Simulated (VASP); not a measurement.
# Selenium: what each functional gives, and what it costs

How does the gap of Selenium depend on the functional? The levels: LDA, PBEsol, PBE, r2SCAN, TB-mBJ, TPSS, AM05, HSE06, r2SCANh, PBE-EpsX, HSEsol, r2SCAN-EpsX and PBE + SOC. The start is a cell from a database of measured crystal structures.

Calculated with VASP 6.6.1; LDA; plane waves and PAW (Se), in the first sound run; inputs show where later runs differ.

## 1. The structure

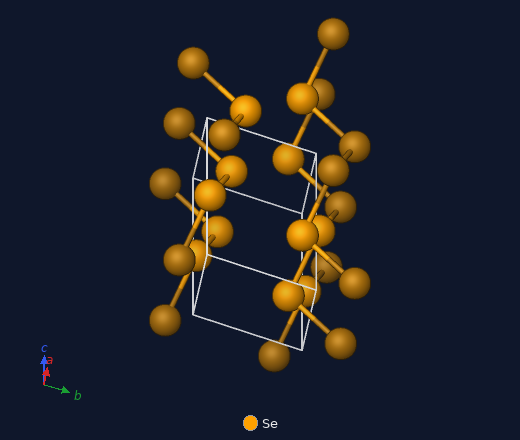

The cell as given, from a free direction (selenium orange). 2×1×1 cells are drawn. Some periodic images of atoms are drawn too.

## 2. Bands with LDA, k 4×4×3

The mesh alone shows little of the dispersion and can miss band extrema, so KPOINTS_OPT adds a path through the symmetry points after the self-consistent cycle. LDA, the lowest rung, knows the local density alone.

File INCAR:

```
SYSTEM = Se
PREC = Accurate
ENCUT = 400
EDIFF = 1E-06
NELM = 100
ISMEAR = 0
SIGMA = 0.02
LREAL = .FALSE.
ALGO = Normal
GGA = CA
NBANDS = 22
LORBIT = 11
LWAVE = .FALSE.
LCHARG = .FALSE.
KPAR = 4
```

File POSCAR:

```
Se
1.0
    4.3662000000      0.0000000000      0.0000000000
   -2.1831000000      3.7812401180      0.0000000000
    0.0000000000      0.0000000000      4.9536000000
Se
3
Direct
    0.2254000000      0.0000000000      0.3333333333
    0.0000000000      0.2254000000      0.6666666667
    0.7746000000      0.7746000000      0.0000000000
```

File KPOINTS:

```
Automatic mesh
0
Gamma
4 4 3
0 0 0
```

File KPOINTS_OPT:

```
Line mode
16
Line-mode
Reciprocal
  0.00000000   0.00000000   0.00000000 GAMMA
  0.50000000   0.00000000   0.00000000 M

  0.50000000   0.00000000   0.00000000 M
  0.33333333   0.33333333   0.00000000 K

  0.33333333   0.33333333   0.00000000 K
  0.00000000   0.00000000   0.00000000 GAMMA

  0.00000000   0.00000000   0.00000000 GAMMA
  0.00000000   0.00000000   0.50000000 A

  0.00000000   0.00000000   0.50000000 A
  0.50000000   0.00000000   0.50000000 L

  0.50000000   0.00000000   0.50000000 L
  0.33333333   0.33333333   0.50000000 H

  0.33333333   0.33333333   0.50000000 H
  0.00000000   0.00000000   0.50000000 A

  0.50000000   0.00000000   0.50000000 L
  0.50000000   0.00000000   0.00000000 M

  0.33333333   0.33333333   0.00000000 K
  0.33333333   0.33333333   0.50000000 H
```

PAW data sets: Se (PBE family, release 64).

The run is started by

```console
$ mpirun -np 4 vasp_std
```

Numbers of over 12 decimals in the logs are rounded to 6 here.

The program printed:

```text
[banner, memory and clock lines left out]
running    4 mpi-ranks, on    1 nodes
 distrk:  each k-point on    1 cores,    4 groups
 distr:  one band on    1 cores,    1 groups

 POSCAR found type information on POSCAR Se
 POSCAR found :  1 types and       3 ions
|                                                                             |
|               ----> ADVICE to this user running VASP <----                  |
|                                                                             |
|     You enforced a specific xc type in the INCAR file but a different       |
|     [... a line on the potential file left out ...]
|     I HOPE YOU KNOW WHAT YOU ARE DOING!                                     |
|                                                                             |

 LDA part: xc-table for (Slater(with rela. corr.)+CA(PZ))
 , standard interpolation
 POSCAR, INCAR and KPOINTS ok, starting setup
 FFT: planning ... GRIDC
 FFT: planning ... GRID_SOFT
 FFT: planning ... GRID
 WAVECAR not read
 entering main loop
       N       E                     dE             d eps       ncg     rms          rms(c)
DAV:   1     0.658069835879E+02    0.65807E+02   -0.56474E+03   396   0.537E+02
DAV:   2    -0.803758605963E+01   -0.73845E+02   -0.70090E+02   520   0.121E+02
DAV:   3    -0.124707029193E+02   -0.44331E+01   -0.43986E+01   480   0.298E+01
DAV:   4    -0.124986406098E+02   -0.27938E-01   -0.27934E-01   450   0.284E+00
DAV:   5    -0.124987798043E+02   -0.13919E-03   -0.13919E-03   494   0.201E-01    0.689E+00
DAV:   6    -0.124061127584E+02    0.92667E-01   -0.33472E-02   468   0.872E-01    0.421E+00
DAV:   7    -0.123708119467E+02    0.35301E-01   -0.70227E-02   468   0.119E+00    0.214E-01
DAV:   8    -0.123699420727E+02    0.86987E-03   -0.73281E-03   432   0.411E-01    0.860E-02
DAV:   9    -0.123699621974E+02   -0.20125E-04   -0.23998E-04   486   0.733E-02    0.292E-02
DAV:  10    -0.123699635483E+02   -0.13509E-05   -0.15172E-05   468   0.187E-02    0.540E-03
DAV:  11    -0.123699637980E+02   -0.24974E-06   -0.16628E-06   428   0.618E-03
   1 F= -.12369964E+02 E0= -.12369964E+02  d E =-.134442E-16
 Start KPOINTS_OPT (optional k-point list driver)
k-point batch [1-9\144]
       N       E                     dE             ncg
DAV:   1     0.108072809959E+03   -0.55996E+03      396
DAV:   2    -0.567608327040E+03   -0.67568E+03      510
DAV:   3    -0.615005806666E+03   -0.47397E+02      468
DAV:   4    -0.615319840795E+03   -0.31403E+00      438
DAV:   5    -0.615321147068E+03   -0.13063E-02      492
DAV:   6    -0.615321158675E+03   -0.11606E-04      438
DAV:   7    -0.615321158807E+03   -0.13251E-06      418
[...]
k-point batch [136-144\144]
       N       E                     dE             ncg
DAV:   1     0.598635094859E+02   -0.46196E+04      396
DAV:   2    -0.602237655074E+03   -0.66210E+03      538
DAV:   3    -0.640160748489E+03   -0.37923E+02      504
DAV:   4    -0.640404855577E+03   -0.24411E+00      498
DAV:   5    -0.640406189150E+03   -0.13336E-02      498
DAV:   6    -0.640406202034E+03   -0.12884E-04      508
DAV:   7    -0.640406202174E+03   -0.14021E-06      426
```

It took 9.6 s on 4 MPI ranks of Intel Xeon 6975P-C (Granite Rapids), shared host; peak memory 0.61 GiB; 36 s of CPU time.

Lines that name or quote the potential files are left out of all logs, and their timing lines are given in words.

Parts of OUTCAR (step 2):

```text
ion  position               nearest neighbor table
   1  0.225  0.000  0.333-   3 2.37   2 2.37
   2  0.000  0.225  0.667-   3 2.37   1 2.37
   3  0.775  0.775  0.000-   2 2.37   1 2.37

  LATTYP: Found a hexagonal cell.
 ALAT       =     4.3662000000
 C/A-ratio  =     1.1345334616

 Subroutine GETGRP returns: Found  6 space group operations
 (whereof  2 operations were pure point group operations)

The static configuration has the point symmetry C_2 .
 The point group associated with its full space group is D_3 .

 Found      9 irreducible k-points:

   k-points           NKPTS =      9   k-points in BZ     NKDIM =      9   number of bands    NBANDS=     22

   dimension x,y,z NGX =    28 NGY =   28 NGZ =   32
   dimension x,y,z NGXF=    56 NGYF=   56 NGZF=   64

   ENCUT  =  400.0 eV  29.40 Ry    5.42 a.u.   7.12  7.12  8.08*2*pi/ulx,y,z

   NELECT =      18.0000    total number of electrons

 k-points in reciprocal lattice and weights: Automatic mesh
   0.00000000  0.00000000  0.00000000       0.021
   0.25000000  0.00000000  0.00000000       0.125
   0.50000000  0.00000000  0.00000000       0.062
   0.25000000  0.25000000  0.00000000       0.125
   0.00000000  0.00000000  0.33333333       0.042
   0.25000000  0.00000000  0.33333333       0.125
   0.00000000  0.25000000  0.33333333       0.125
   0.50000000  0.00000000  0.33333333       0.125
   0.25000000  0.25000000  0.33333333       0.250

 average (electrostatic) potential at core
       1 -56.0288       2 -56.0288       3 -56.0288

 E-fermi :   2.2276

 k-point     1 :       0.0000    0.0000    0.0000
  band No.  band energies     occupation
    ...
      5      -1.4365      2.00000
      6      -1.3812      2.00000
      7       0.3625      2.00000
      8       0.3625      2.00000
      9       2.0184      2.00000
     10       4.2183      0.00000
     11       4.2183      0.00000
     12       4.5068      0.00000
     13       8.3016      0.00000
     14       8.7134      0.00000
    ...

 k-point     2 :       0.2500    0.0000    0.0000
  band No.  band energies     occupation
    ...
      5      -1.9777      2.00000
      6      -1.2081      2.00000
      7       0.3572      2.00000
      8       0.7618      2.00000
      9       1.6200      2.00000
     10       4.2047      0.00000
     11       4.3216      0.00000
     12       5.1514      0.00000
     13       8.1807      0.00000
     14       8.4690      0.00000
    ...

 k-point     3 :       0.5000    0.0000    0.0000
  band No.  band energies     occupation
    ...
      5      -2.3303      2.00000
      6      -1.0578      2.00000
      7      -0.5289      2.00000
      8       0.6224      2.00000
      9       1.4133      2.00000
     10       4.2513      0.00000
     11       4.6594      0.00000
     12       6.4828      0.00000
     13       7.4967      0.00000
     14       9.8641      0.00000
    ...

  Total       -0.6877124     -0.6877124     -0.0184902     -0.0000000      0.0000000      0.0000000
  in kB      -13.4728244    -13.4728244     -0.3622376     -0.0000000      0.0000000      0.0000000
  external PRESSURE =      -9.1026288 kB  Pullay stress =       0.0000000 kB

  energy-cutoff  :      400.00
  volume of cell :       81.78
      direct lattice vectors                 reciprocal lattice vectors
     4.366200000  0.000000000  0.000000000     0.229032110  0.132231751  0.000000000
    -2.183100000  3.781240118  0.000000000     0.000000000  0.264463501  0.000000000
     0.000000000  0.000000000  4.953600000     0.000000000  0.000000000  0.201873385

 POSITION                                       TOTAL-FORCE (eV/Angst)
 -----------------------------------------------------------------------------------
      0.98414      0.00000      1.65120         0.284472     -0.000000     -0.000000
     -0.49207      0.85229      3.30240        -0.142236      0.246360      0.000000
      1.69103      2.92895      0.00000        -0.142236     -0.246360      0.000000
 -----------------------------------------------------------------------------------
    total drift:                               -0.000000     -0.000001      0.000000

  FREE ENERGIE OF THE ION-ELECTRON SYSTEM (eV)
  ---------------------------------------------------
  free  energy   TOTEN  =       -12.3699637980 eV

  energy  without entropy=      -12.3699637980  energy(sigma->0) =      -12.36996380

 total charge
# of ion       s       p       d       tot
------------------------------------------
    1        1.518   2.167   0.058   3.744
    2        1.518   2.167   0.058   3.744
    3        1.518   2.167   0.058   3.744
--------------------------------------------------
tot          4.555   6.502   0.174  11.231

[... 3 further parts left out ...]
```

Spin-orbit coupling is off here; it would split degenerate levels. The PAW data sets were made with PBE, though LDA sets exist; this is a small mismatch.

Numbers from this step:

| Item | Value |
| --- | --- |
| SCF cycles | 11 |
| electrons | 18 |
| bands | 22 |
| irreducible k-points | 9 |
| symmetry operations | 6 |
| free energy (TOTEN) | -12.37 eV |
| Fermi energy | 2.228 eV |
| pressure | -0.9103 GPa |
| metallic | no |
| least gap on mesh and path | 0.9135 eV |
| least direct gap on mesh and path | 1.098 eV |
| valence top at k | 0.5, 0, 0.5 |
| conduction bottom at k | 0.3333, 0.3333, 0.5 |
| least direct gap at k | 0.3556, 0.2889, 0.5 |

Electronic bands along the path, in eV, zero at the valence-band top; v1 is the highest filled band, c1 the lowest empty one:

| point | v4 | v3 | v2 | v1 | c1 | c2 | c3 | c4 |
| --- | --- | --- | --- | --- | --- | --- | --- | --- |
| Γ | -3.81 | -2.06 | -2.06 | -0.41 | 1.79 | 1.79 | 2.08 | 5.88 |
| M | -3.48 | -2.96 | -1.80 | -1.01 | 1.83 | 2.23 | 4.06 | 5.07 |
| K | -2.88 | -2.88 | -2.72 | -1.67 | 2.99 | 2.99 | 3.67 | 5.67 |
| Γ | -3.81 | -2.06 | -2.06 | -0.41 | 1.79 | 1.79 | 2.08 | 5.88 |
| A | -3.41 | -1.58 | -1.58 | -1.13 | 1.08 | 1.08 | 1.20 | 6.14 |
| L | -4.29 | -1.98 | -1.41 | 0.00 | 1.57 | 2.63 | 2.90 | 6.07 |
| H | -5.01 | -1.00 | -0.22 | -0.22 | 0.91 | 2.64 | 2.64 | 6.44 |
| A | -3.41 | -1.58 | -1.58 | -1.13 | 1.08 | 1.08 | 1.20 | 6.14 |
| jump to L | -4.29 | -1.98 | -1.41 | 0.00 | 1.57 | 2.63 | 2.90 | 6.07 |
| M | -3.48 | -2.96 | -1.80 | -1.01 | 1.83 | 2.23 | 4.06 | 5.07 |
| jump to K | -2.88 | -2.88 | -2.72 | -1.67 | 2.99 | 2.99 | 3.67 | 5.67 |
| H | -5.01 | -1.00 | -0.22 | -0.22 | 0.91 | 2.64 | 2.64 | 6.44 |

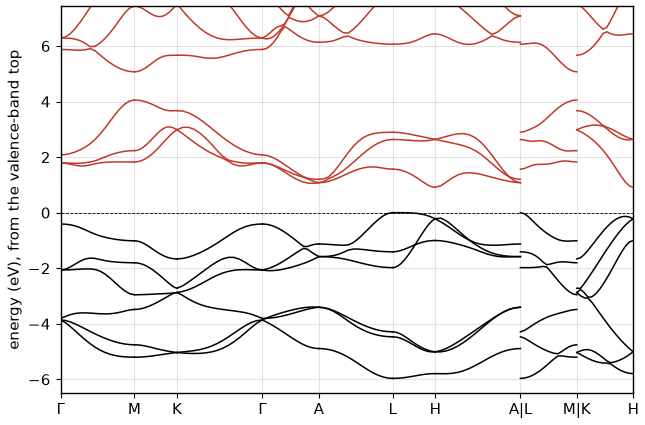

Electronic bands along the path; lines of filled and empty bands in two colours.

Force by atom:

| atom | x (eV/Å) | y (eV/Å) | z (eV/Å) | size |
| --- | --- | --- | --- | --- |
| Se1 | 0.284 | 0.000 | 0.000 | 0.284 |
| Se2 | -0.142 | 0.246 | 0.000 | 0.284 |
| Se3 | -0.142 | -0.246 | 0.000 | 0.284 |

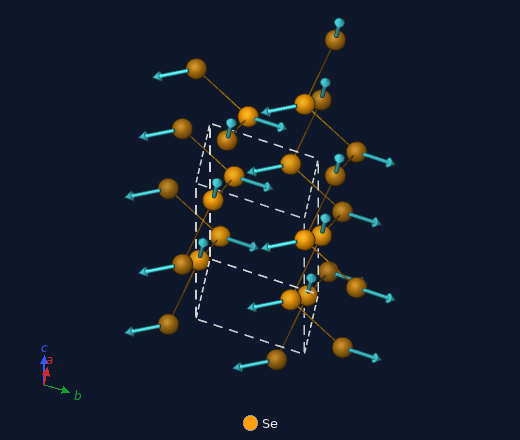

Force as arrows, the longest 0.284 eV/Å. 2×1×1 cells are drawn. Some periodic images of atoms are drawn too.

The gap is 0.91 eV, indirect, from L to H.

## 3. Bands with PBEsol, k 4×4×3

This step: PBEsol; plane waves and PAW (Se) (VASP 6.6.1).

PBEsol restores the gradient expansion of exchange and is tuned for the cells of solids.

Changes to INCAR since step 2:

```diff
@@ -9,3 +9,3 @@
 ALGO = Normal
-GGA = CA
+GGA = PS
 NBANDS = 22
```

POSCAR is that of step 2.

KPOINTS is that of step 2.

KPOINTS_OPT is that of step 2.

The run is started by

```console
$ mpirun -np 4 vasp_std
```

The program printed:

```text
[banner, memory and clock lines left out]
running    4 mpi-ranks, on    1 nodes
 distrk:  each k-point on    1 cores,    4 groups
 distr:  one band on    1 cores,    1 groups

 POSCAR found type information on POSCAR Se
 POSCAR found :  1 types and       3 ions
 [... a notice as in an earlier step ...]

 LDA part: xc-table for (Slater+PW92), standard interpolation
 POSCAR, INCAR and KPOINTS ok, starting setup
 FFT: planning ... GRIDC
 FFT: planning ... GRID_SOFT
 FFT: planning ... GRID
 WAVECAR not read
 entering main loop
       N       E                     dE             d eps       ncg     rms          rms(c)
DAV:   1     0.664436956335E+02    0.66444E+02   -0.56460E+03   396   0.537E+02
DAV:   2    -0.717532510340E+01   -0.73619E+02   -0.69887E+02   520   0.121E+02
DAV:   3    -0.115588657128E+02   -0.43835E+01   -0.43497E+01   480   0.296E+01
DAV:   4    -0.115864699296E+02   -0.27604E-01   -0.27600E-01   450   0.282E+00
DAV:   5    -0.115866084022E+02   -0.13847E-03   -0.13847E-03   494   0.200E-01    0.705E+00
DAV:   6    -0.115038082521E+02    0.82800E-01   -0.30373E-02   456   0.869E-01    0.431E+00
DAV:   7    -0.114729190511E+02    0.30889E-01   -0.66481E-02   468   0.120E+00    0.197E-01
DAV:   8    -0.114721788307E+02    0.74022E-03   -0.69697E-03   432   0.401E-01    0.919E-02
DAV:   9    -0.114722473998E+02   -0.68569E-04   -0.24487E-04   486   0.737E-02    0.275E-02
DAV:  10    -0.114722584284E+02   -0.11029E-04   -0.20226E-05   474   0.226E-02    0.583E-03
DAV:  11    -0.114722594824E+02   -0.10540E-05   -0.29376E-06   476   0.803E-03    0.353E-03
DAV:  12    -0.114722594815E+02    0.92882E-09   -0.44977E-07   258   0.341E-03
   1 F= -.11472259E+02 E0= -.11472259E+02  d E =-.231253E-19
 Start KPOINTS_OPT (optional k-point list driver)
k-point batch [1-9\144]
       N       E                     dE             ncg
DAV:   1     0.132052638778E+03   -0.53598E+03      396
DAV:   2    -0.543008585573E+03   -0.67506E+03      510
DAV:   3    -0.589925976146E+03   -0.46917E+02      468
DAV:   4    -0.590237290544E+03   -0.31131E+00      432
DAV:   5    -0.590238611236E+03   -0.13207E-02      492
DAV:   6    -0.590238623203E+03   -0.11967E-04      426
DAV:   7    -0.590238623341E+03   -0.13886E-06      418
[...]
k-point batch [136-144\144]
       N       E                     dE             ncg
DAV:   1     0.844857288477E+02   -0.45950E+04      396
DAV:   2    -0.577068973232E+03   -0.66155E+03      538
DAV:   3    -0.614648875370E+03   -0.37580E+02      504
DAV:   4    -0.614891735743E+03   -0.24286E+00      504
DAV:   5    -0.614893084269E+03   -0.13485E-02      506
DAV:   6    -0.614893097494E+03   -0.13224E-04      514
DAV:   7    -0.614893097641E+03   -0.14730E-06      410
```

The job ended after 9.8 s (4 MPI ranks; peak memory 0.59 GiB).

From OUTCAR (step 3):

```text
 Found      9 irreducible k-points:

   NELECT =      18.0000    total number of electrons

 E-fermi :   2.3931

 k-point     1 :       0.0000    0.0000    0.0000
  band No.  band energies     occupation
    ...
      5      -1.2854      2.00000
      6      -1.2210      2.00000
      7       0.5110      2.00000
      8       0.5110      2.00000
      9       2.1711      2.00000
     10       4.4049      0.00000
     11       4.4049      0.00000
     12       4.6856      0.00000
     13       8.5335      0.00000
     14       8.9103      0.00000
    ...

 k-point     2 :       0.2500    0.0000    0.0000
  band No.  band energies     occupation
    ...
      5      -1.8246      2.00000
      6      -1.0512      2.00000
      7       0.5077      2.00000
      8       0.9110      2.00000
      9       1.7735      2.00000
     10       4.3935      0.00000
     11       4.5132      0.00000
     12       5.3311      0.00000
     13       8.3765      0.00000
     14       8.6736      0.00000
    ...

  Total       -0.0533432     -0.0533432      0.6270655     -0.0000000     -0.0000000      0.0000000
  in kB       -1.0450343     -1.0450343     12.2847026     -0.0000000     -0.0000000      0.0000000
  external PRESSURE =       3.3982114 kB  Pullay stress =       0.0000000 kB

 POSITION                                       TOTAL-FORCE (eV/Angst)
 -----------------------------------------------------------------------------------
      0.98414      0.00000      1.65120         0.316733     -0.000000     -0.000000
     -0.49207      0.85229      3.30240        -0.158366      0.274299      0.000000
      1.69103      2.92895      0.00000        -0.158366     -0.274299     -0.000000
 -----------------------------------------------------------------------------------
    total drift:                               -0.000000     -0.000001      0.000000

  FREE ENERGIE OF THE ION-ELECTRON SYSTEM (eV)
  ---------------------------------------------------
  free  energy   TOTEN  =       -11.4722594815 eV

  energy  without entropy=      -11.4722594815  energy(sigma->0) =      -11.47225948

 total charge
# of ion       s       p       d       tot
------------------------------------------
    1        1.514   2.170   0.058   3.743
    2        1.514   2.170   0.058   3.743
    3        1.514   2.170   0.058   3.743
--------------------------------------------------
tot          4.543   6.511   0.175  11.229

[... 9 parts as in an earlier step ...]

[... 5 further parts left out ...]
```

The PAW data sets were made with PBE, which is usual practice but a small mismatch for other functionals.

This step gave:

```yaml
scf_cycles: 12
free_energy_toten: -11.47 eV
fermi_energy: 2.393 eV
pressure: 0.3398 GPa
least_gap_on_mesh_and_path: 0.9471 eV
least_direct_gap_on_mesh_and_path: 1.134 eV
```

Electronic bands along the path, in eV, zero at the valence-band top; v1 is the highest filled band, c1 the lowest empty one:

| point | v4 | v3 | v2 | v1 | c1 | c2 | c3 | c4 |
| --- | --- | --- | --- | --- | --- | --- | --- | --- |
| Γ | -3.81 | -2.07 | -2.07 | -0.41 | 1.82 | 1.82 | 2.10 | 5.95 |
| M | -3.49 | -2.95 | -1.81 | -1.02 | 1.86 | 2.26 | 4.08 | 5.11 |
| K | -2.87 | -2.87 | -2.72 | -1.66 | 3.01 | 3.01 | 3.69 | 5.71 |
| Γ | -3.81 | -2.07 | -2.07 | -0.41 | 1.82 | 1.82 | 2.10 | 5.95 |
| A | -3.41 | -1.58 | -1.58 | -1.13 | 1.12 | 1.12 | 1.22 | 6.13 |
| L | -4.29 | -1.97 | -1.41 | 0.00 | 1.59 | 2.66 | 2.91 | 6.11 |
| H | -5.01 | -1.01 | -0.22 | -0.22 | 0.95 | 2.66 | 2.66 | 6.48 |
| A | -3.41 | -1.58 | -1.58 | -1.13 | 1.12 | 1.12 | 1.22 | 6.13 |
| jump to L | -4.29 | -1.97 | -1.41 | 0.00 | 1.59 | 2.66 | 2.91 | 6.11 |
| M | -3.49 | -2.95 | -1.81 | -1.02 | 1.86 | 2.26 | 4.08 | 5.11 |
| jump to K | -2.87 | -2.87 | -2.72 | -1.66 | 3.01 | 3.01 | 3.69 | 5.71 |
| H | -5.01 | -1.01 | -0.22 | -0.22 | 0.95 | 2.66 | 2.66 | 6.48 |

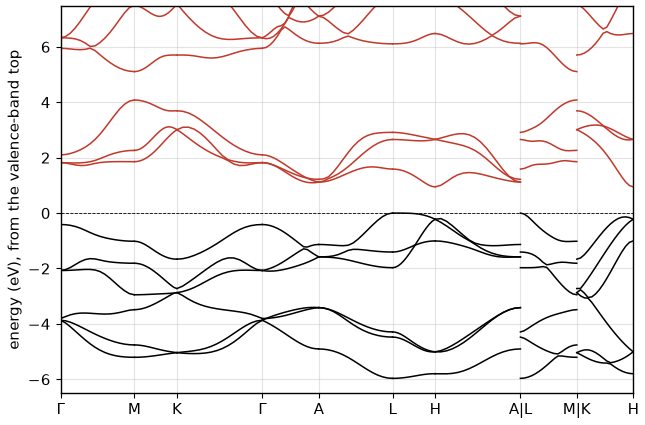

Electronic bands along the path; lines of filled and empty bands in two colours.

Force by atom:

| atom | x (eV/Å) | y (eV/Å) | z (eV/Å) | size |
| --- | --- | --- | --- | --- |
| Se1 | 0.317 | 0.000 | 0.000 | 0.317 |
| Se2 | -0.158 | 0.274 | 0.000 | 0.317 |
| Se3 | -0.158 | -0.274 | 0.000 | 0.317 |

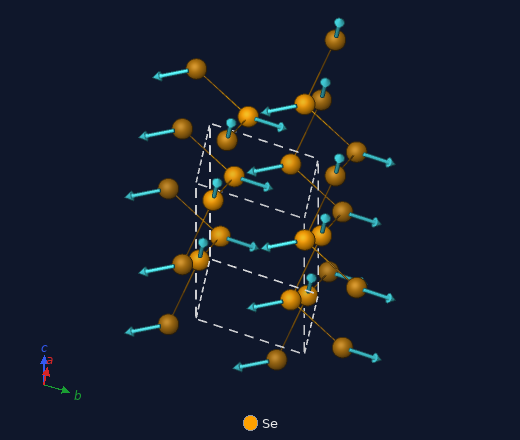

Force as arrows, the longest 0.317 eV/Å. 2×1×1 cells are drawn. Some periodic images of atoms are drawn too.

The gap is 0.95 eV, indirect, from L to H. Against LDA that is +0.03 eV; the cost is about the same.

(Continued in part 2 of 6.)

[Lines on the potential files, build, host, timing and source positions are cut from VASP's logs without a mark.]

[Logs are printed without paths, hosts, clocks, repeated set-up lines and the standing remarks that a program may print on its own settings, such as how far it seeks lower states.]

[Hosts, paths, dates, database ids (printed as entryN), source tags and the programs' standing remarks are cut or masked in the printed files.]

[Measured values are set beside computed ones only where the two were judged alike; some that the calculation misses by far are left out.]
